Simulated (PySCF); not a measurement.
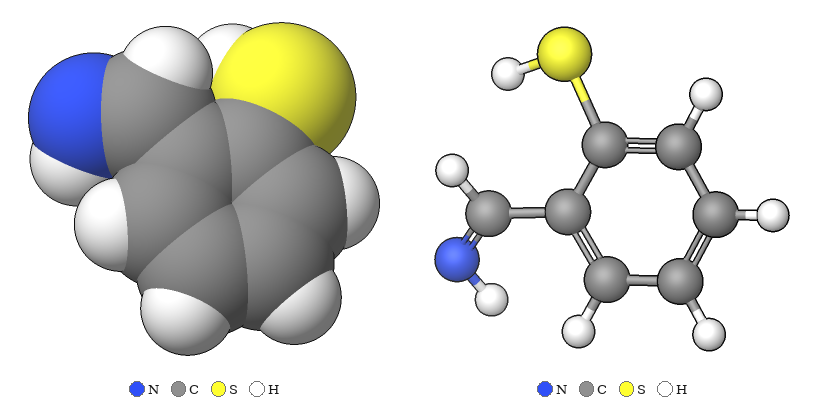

The same structure drawn twice, from different directions.

Computed geometry: GFN2-xTB optimisation. No frequency run is at hand to confirm it as a minimum.

Description:

The molecule is C₇H₇NS. SMILES: `[H]/N=C\c1ccccc1S`. Independent rings (smallest set): 1 of 6 members, 1 of them aromatic. Among its groups: thiol, imine. The point group is C1. Coordination: 1 N bent; 7 C trigonal planar; 1 S bent.

More results for the same structure follow; atom numbers are the same in all pictures, views and colours differ.

**Quadrupole coupling**

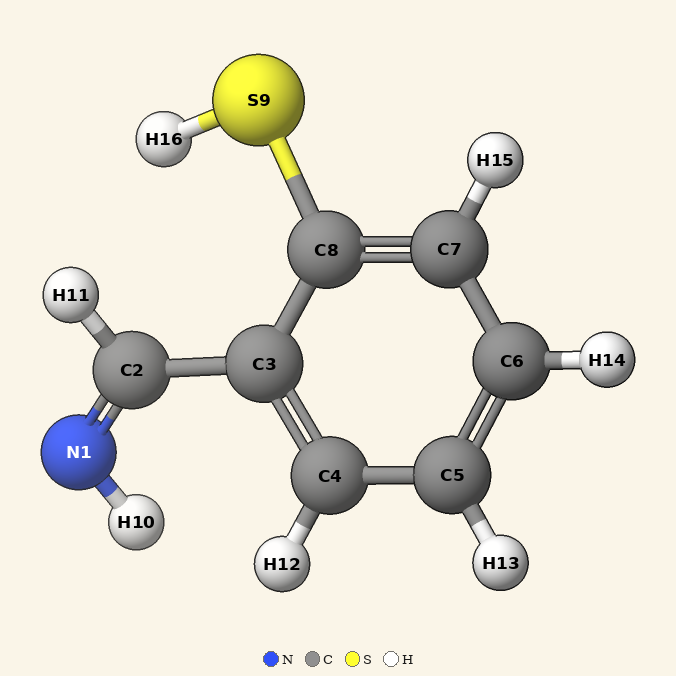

No frequency run is at hand to confirm it as a minimum. Electric field gradients from the ground-state density, PBE0/pcSseg-1 (PySCF 2.14.0), non-relativistic apart from any core potentials.

Give the largest field-gradient component, the quadrupole coupling constant and the asymmetry for 14N at N1 (Q = 20.44 mb), 33S at S9 (Q = −67.81 mb).

```tsv
atom	V_zz (a.u.)	e²qQ/h (MHz)	η
N1	−1.031	−4.95	0.41
S9	−2.600	41.4	0.75
```

**Excitation**

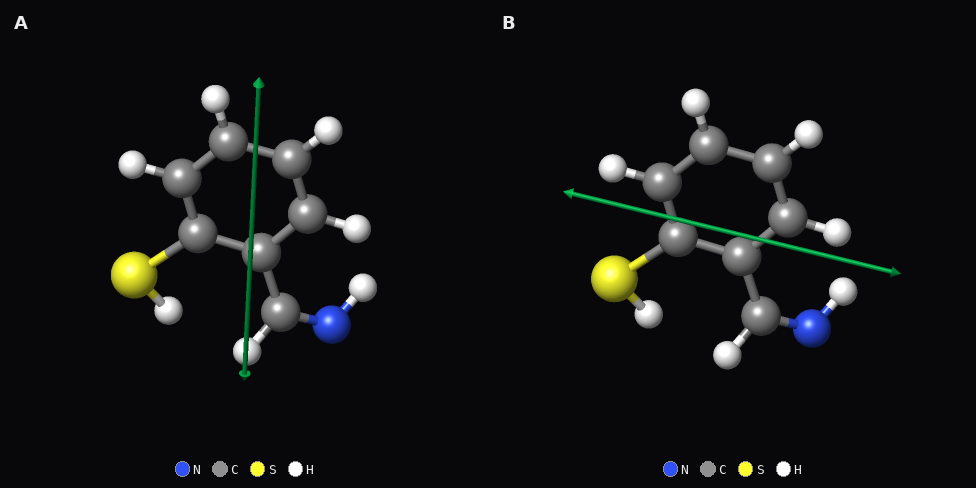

The double arrows show the directions of two transition dipoles from the ground state (lengths mean nothing). No frequency run is at hand to confirm it as a minimum. Properties computed with TDDFT PBE0/def2-SVPD, vertical, gas phase, core orbitals frozen in the response (PySCF 2.14.0).

One belongs to singlet state 1 and one to singlet state 4. Which is which?

A: state 4, 5.53 eV (224 nm), oscillator strength 0.18, of mixed character, with the largest part HOMO → LUMO+2 (weight 0.32).
B: state 1, 4.13 eV (300 nm), oscillator strength 0.062, mainly HOMO → LUMO (weight 0.92).

**Polarisability**

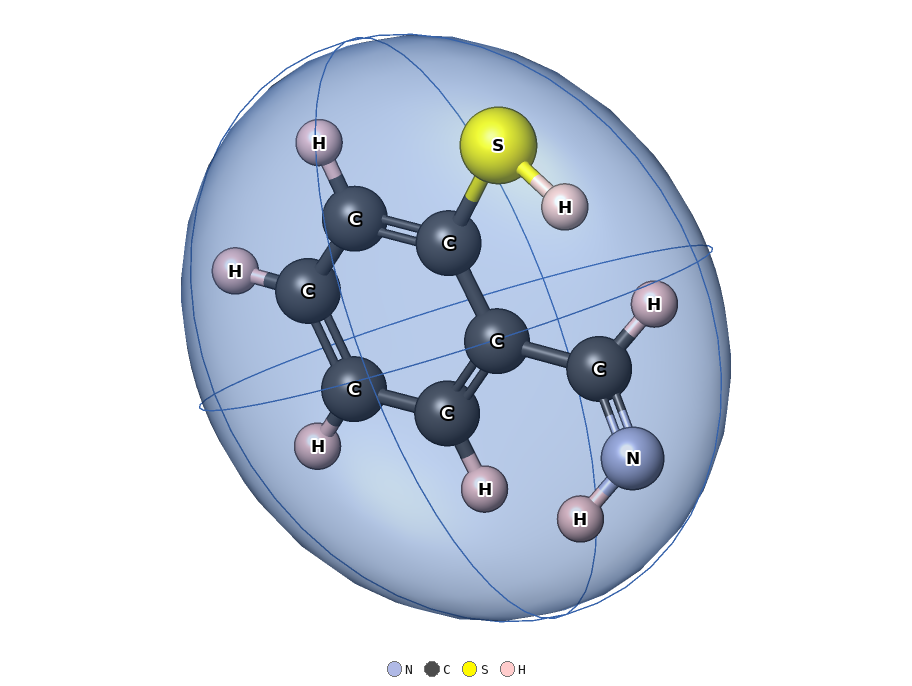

The ellipsoid shows the static dipole polarisability: its half-axes are proportional to the principal values. No frequency run is at hand to confirm it as a minimum. Computed with PBE0/def2-SVPD (PySCF 2.14.0).

Give the principal values, the mean and the anisotropy.

Principal values 65.8, 129.9, 135.2 bohr³; mean 110.3 bohr³ (16.34 Å³); anisotropy 66.9 bohr³, so the longest axis is 2.05 times the shortest.
